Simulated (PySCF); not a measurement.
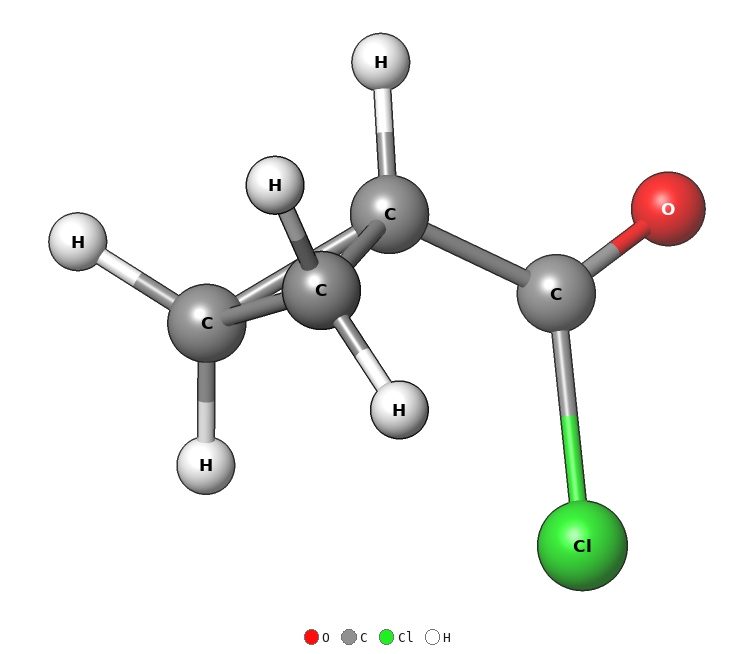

Every bond is drawn as one stick, whatever its order.

Description:

Formula C₄H₅ClO. SMILES: `O=C(Cl)C1CC1`. Independent rings (smallest set): 1 of 3 members. Among its groups: C–Cl bond. This geometry has Cs symmetry. Coordination, clear cases only: 1 C trigonal planar.

More results for the same structure follow; atom numbers are the same in all pictures, views and colours differ. The geometry was computed by an optimisation with PBE0-D3(BJ)/def2-SVP. No frequency run is at hand to confirm it as a minimum.

**Excitation**

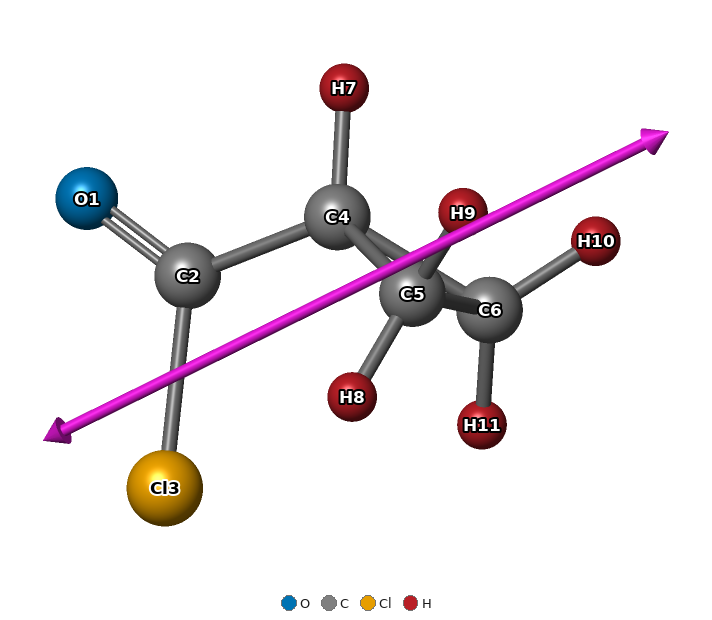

The double arrow shows the direction of the transition dipole to excited singlet state 3 (its length means nothing). No frequency run is at hand to confirm it as a minimum. Properties computed with TDDFT B3LYP/def2-SVPD, vertical, IEF-PCM chloroform (non-equilibrium linear response), core orbitals frozen in the response (PySCF 2.14.0).

Question: How is the transition polarised?

Answer: Nearly parallel to the C2–C4 bond.

Question: Give its energy, strength and character.

Answer: 6.63 eV (187 nm), oscillator strength 0.086, mainly HOMO−2 → LUMO (weight 0.60); transition dipole 1.85 D.

**Quadrupole coupling**

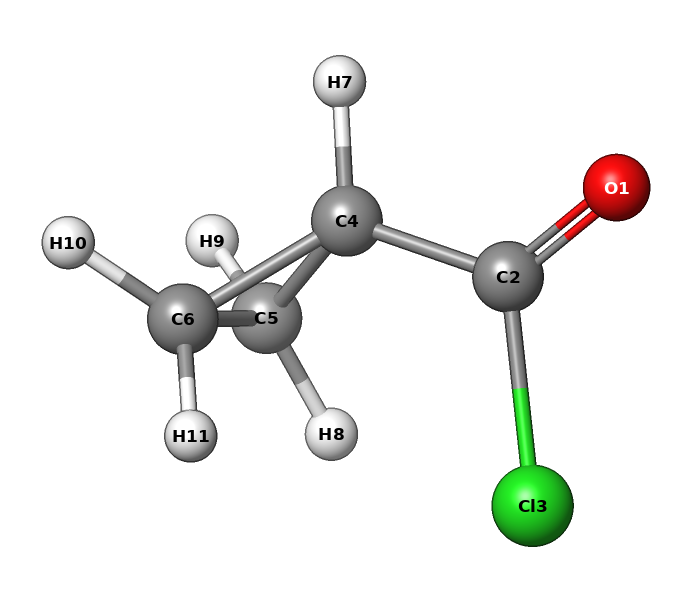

No frequency run is at hand to confirm it as a minimum. Electric field gradients from the ground-state density, PBE0/pcSseg-1 in acetonitrile (IEF-PCM) (PySCF 2.14.0), non-relativistic apart from any core potentials.

Give the largest field-gradient component, the quadrupole coupling constant and the asymmetry for 17O at O1 (Q = −25.6 mb), 35Cl at Cl3 (Q = −81.7 mb).

```tsv
atom	V_zz (a.u.)	e²qQ/h (MHz)	η
O1	−1.495	8.99	0.34
Cl3	3.172	−60.9	0.23
```

**Charges**

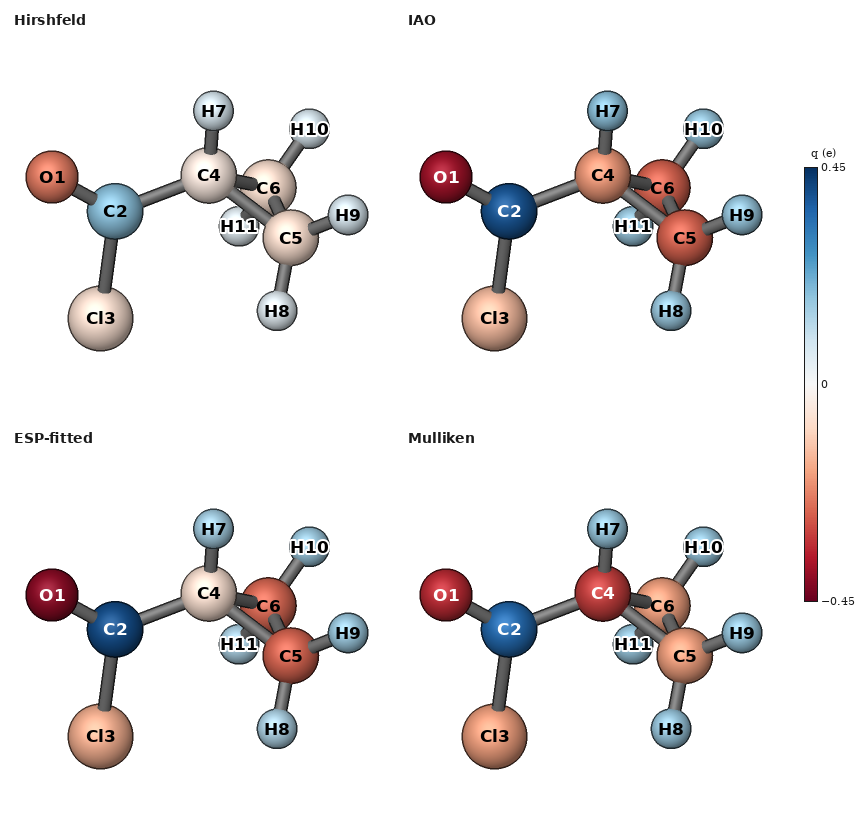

Atomic charges of one calculation by 4 schemes, on one colour scale. No frequency run is at hand to confirm it as a minimum. Method: PBE0/pcSseg-1 in acetonitrile (IEF-PCM) (PySCF 2.14.0).

Question: On which atom do the schemes disagree most?

Answer: On C4 (from −0.31 to −0.05 e).

List the charges (e), one line for each set of equivalent atoms.

```json
{"atom": "O1", "Hirshfeld": "−0.23", "IAO": "−0.38", "ESP-fitted": "−0.41", "Mulliken": "−0.34"}
{"atom": "C2", "Hirshfeld": "0.19", "IAO": "0.39", "ESP-fitted": "0.40", "Mulliken": "0.35"}
{"atom": "Cl3", "Hirshfeld": "−0.07", "IAO": "−0.14", "ESP-fitted": "−0.16", "Mulliken": "−0.18"}
{"atom": "C4", "Hirshfeld": "−0.05", "IAO": "−0.19", "ESP-fitted": "−0.07", "Mulliken": "−0.31"}
{"atom": "C5, C6", "Hirshfeld": "−0.07", "IAO": "−0.27", "ESP-fitted": "−0.26", "Mulliken": "−0.18"}
{"atom": "H7", "Hirshfeld": "0.07", "IAO": "0.19", "ESP-fitted": "0.15", "Mulliken": "0.17"}
{"atom": "H8, H11", "Hirshfeld": "0.05", "IAO": "0.17", "ESP-fitted": "0.14", "Mulliken": "0.17"}
{"atom": "H9, H10", "Hirshfeld": "0.07", "IAO": "0.17", "ESP-fitted": "0.16", "Mulliken": "0.17"}
```

Mulliken values depend strongly on the basis set and can even reverse the polarity of a bond.
